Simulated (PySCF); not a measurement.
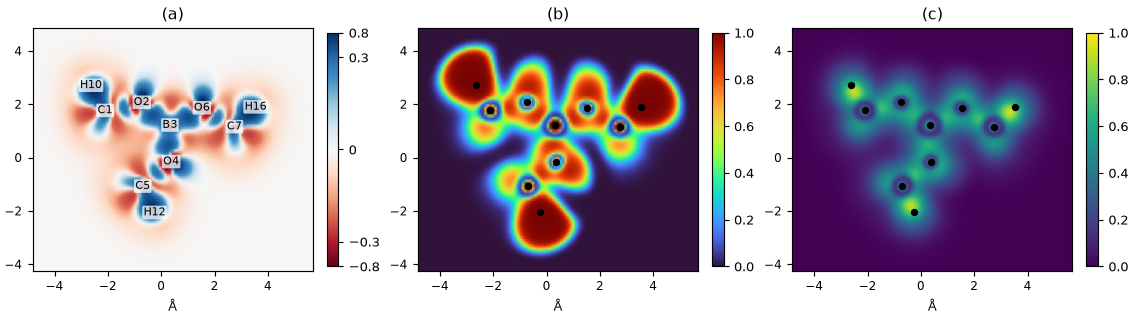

Figure. C3H9BO3, SMILES `COB(OC)OC`. Three fields in a plane through 10 of the atoms. (a): blue positive, red negative.

PySCF calculation, PBE0/cc-pVDZ, gas phase; geometry: GFN2-xTB. No frequency check shows the geometry to be a minimum.

Cartesian coordinates (Å):

```
C1      -2.2187   -0.9830   -0.0033
O2      -0.8299   -1.2030    0.0077
B3       0.1741   -0.2862    0.0003
O4       0.1354    1.0826   -0.0047
C5      -0.9834    1.9343    0.0022
O6       1.4098   -0.8596   -0.0032
C7       2.5842   -0.0785    0.0008
H8      -2.5475   -0.5670   -0.9603
H9      -2.5359   -0.3201    0.8057
H10     -2.6885   -1.9586    0.1350
H11     -1.5157    1.8804    0.9560
H12     -0.6039    2.9494   -0.1316
H13     -1.6758    1.7044   -0.8109
H14      2.6579    0.5059    0.9213
H15      2.5993    0.6096   -0.8477
H16      3.4242   -0.7697   -0.0660
```

> The panels show, in some order, the deformation density, electron localisation function (ELF) and localised orbital locator (LOL). Which is which?

(a) is the deformation density: it has both signs, with gains where valence electrons gather and losses around them. (b) is the electron localisation function (ELF): it runs from 0 to 1 and is close to 1 over wide basins that fill the valence regions. (c) is the localised orbital locator (LOL): it runs from 0 to 1, peaks where electrons are localised, as in bonds, and fades smoothly outside.
